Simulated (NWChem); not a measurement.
# PBE0/aug-cc-pVDZ run of BN2H5 (SMILES NBN)

Aim: the electronic atomisation energy of BN2H5 at PBE0/aug-cc-pVDZ, from 4 runs. 

Program for the calculation: NWChem 7.3.0.

### 1 Starting point

BN2H5 has 8 atoms, charge 0, and is taken as a singlet. SMILES: `NBN`. The coordinates come from a PBE0-D4/def2-TZVP relaxation.

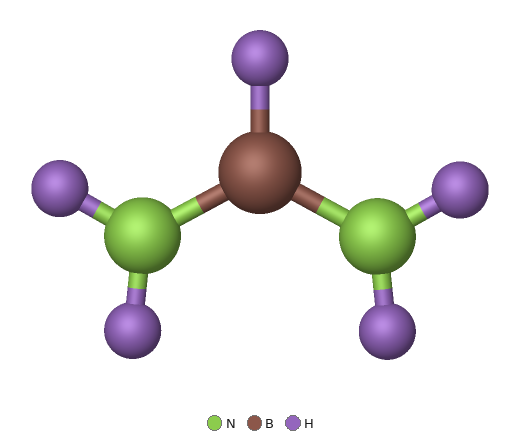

The structure, seen from a chosen angle (nitrogen green, boron brown, hydrogen purple).

### 2 A single-point energy at PBE0/aug-cc-pVDZ (run 1)

Input file a.xyz:

```xyz
8
BH5N2 PBE0
N     -0.971000     0.516500    -0.581100
B      0.194200     0.386600     0.200500
N      0.848200    -0.845200     0.401400
H     -1.426800    -0.244500    -1.053400
H     -1.423900     1.400900    -0.713700
H      0.649700     1.368600     0.718000
H      1.676700    -0.919800     0.960900
H      0.545000    -1.720300     0.011600
```

Input file a.nw:

```
START a
TITLE "BH5N2 PBE0"
memory 2200 mb

GEOMETRY units angstroms noautosym nocenter noautoz
  load a.xyz
END

BASIS spherical bse
  * library aug-cc-pVDZ
END

DFT
  xc pbe0
  grid fine
  convergence energy 1e-08
  maxiter 100
  mulliken
  noprint "final vectors analysis"
END

TASK dft energy
```

Run with:

```console
nwchem a.nw > a.out
```

Log:

```text
[...]
          Wavefunction type:  closed shell.
          No. of atoms     :     8
          No. of electrons :    24
[...]
          Charge           :     0
          Spin multiplicity:     1
[...]
          AO basis - number of functions:   114
[...]
              XC Information
              --------------
                         PBE0 Method XC Functional
                     Hartree-Fock (Exact) Exchange  0.250
          PerdewBurkeErnzerhof Exchange Functional  0.750
            Perdew 1991 LDA Correlation Functional  1.000 local
           PerdewBurkeErnz. Correlation Functional  1.000 non-local
[...]
 d= 0,ls=0.0,diis     1   -137.2464036659 -2.06D+02  8.42D-03  4.76D-01     5.1
[...]
 d= 0,ls=0.0,diis     8   -137.3002303465 -4.32D-10  3.92D-07  6.16D-09    33.9
         Total DFT energy =     -137.300230346451
      One electron energy =     -321.281494239561
           Coulomb energy =      134.782286037084
    Exchange-Corr. energy =      -19.653621946993
 Nuclear repulsion energy =       68.852599803019
[...]
      Total Density - Mulliken Population Analysis
     ---------------------------------------------
    Atom       Charge   Shell Charges
 -----------   ------   -------------------------------------------------------
    1 N    7     7.00   2.01  0.73  0.56  0.10  2.49  1.03  0.11  0.02 -0.03
    2 B    5     5.12   2.03  0.58  0.43 -0.04  1.72  0.28 -0.00  0.21 -0.07
    3 N    7     7.00   2.01  0.73  0.56  0.10  2.49  1.03  0.11  0.02 -0.03
    4 H    1     1.02   0.77  0.23 -0.01  0.06 -0.03
    5 H    1     1.10   0.77  0.29  0.02  0.06 -0.03
    6 H    1     0.64   0.77 -0.17  0.00  0.01  0.02
    7 H    1     1.10   0.77  0.28  0.02  0.06 -0.03
    8 H    1     1.02   0.77  0.23 -0.01  0.06 -0.03
[...]
```

Wall time 35 s (1 thread of Intel Xeon Platinum 8259CL at 2.50GHz (Skylake/Cascade Lake), shared host); peak memory 0.11 GiB.

### 3 The B atom at the same level (run 2)

Input file job.nw:

```
start job
memory total 2200 mb
geometry noautosym nocenter noautoz
  B      0.000000     0.000000     0.000000
end
basis "ao basis" spherical bse
  B library aug-cc-pVDZ
end
dft
  xc pbe0
  mult 2
  grid fine
  convergence energy 1e-08
  maxiter 100
  mulliken
  noprint "final vectors analysis"
end
task dft energy
```

Run the same way, it converges to -24.61648 Eh (log not shown).

Run 3 isn't shown in full; the table further down has it.

### 4 The N atom at the same level (run 4)

Input file struct.nw:

```
start struct
title "N"
memory 2200 mb
geometry units angstroms noautosym nocenter noautoz
  N     0.000000    0.000000    0.000000
end
basis spherical bse
  N library aug-cc-pVDZ
end
dft
  xc pbe0
  mult 4
  grid fine
  convergence energy 1e-08
  maxiter 100
  mulliken
  print low
end
task dft energy
```

Run with:

```console
nwchem struct.nw > struct.out
```

Log:

```text
[...]
 d= 0,ls=0.0,diis     1    -54.4872912497 -5.45D+01  1.64D-02  1.21D-01     0.1
[...]
 d= 0,ls=0.0,diis     6    -54.5345514616 -1.52D-09  7.23D-08  2.12D-12     0.5
[...]
         Total DFT energy =      -54.534551461645
      One electron energy =      -73.881917646709
           Coulomb energy =       26.072914172007
    Exchange-Corr. energy =       -6.725547986943
 Nuclear repulsion energy =        0.000000000000
[...]
      Total Density - Mulliken Population Analysis
     ---------------------------------------------
    Atom       Charge   Shell Charges
 -----------   ------   -------------------------------------------------------
    1 N    7     7.00   2.01  0.93  1.03  0.03  1.87  1.06  0.07  0.00  0.00
     --------------------------------------------
      Spin Density - Mulliken Population Analysis
     --------------------------------------------
    Atom       Charge   Shell Charges
 -----------   ------   -------------------------------------------------------
    1 N    7     3.00   0.00  0.06 -0.04 -0.03  1.87  1.06  0.07  0.00  0.00
[...]
      <S2> =      3.7528 (Exact =     3.7500)
[...]
```

It took 1 s on 1 thread of Intel Xeon Platinum 8259CL at 2.50GHz (Skylake/Cascade Lake), shared host; peak memory 0.1 GiB.

### 5 Overview of the runs

| run | level | partner | energy (Eh) | wall time |
| --- | --- | --- | --- | --- |
| 1 | PBE0/aug-cc-pVDZ | base | -137.300230 | 35 s |
| 2 | UPBE0/aug-cc-pVDZ | atoms | -24.616485 | 1.2 s |
| 3 | UPBE0/aug-cc-pVDZ | atoms | -0.500651 | 0.71 s |
| 4 | UPBE0/aug-cc-pVDZ | atoms | -54.534551 | 1 s |

### 6 Outcome

Level: PBE0/aug-cc-pVDZ.

| quantity | value |
| --- | --- |
| N atom: total energy | -54.53455 Eh |
| N atom: ⟨S²⟩ | 3.753 |
| electronic atomisation energy | 30.242 eV |

Taking the molecule apart into free atoms costs 30.24 eV (2918 kJ/mol), before zero-point energy and without spin-orbit coupling. All runs together took 37 s, the longest 35 s.
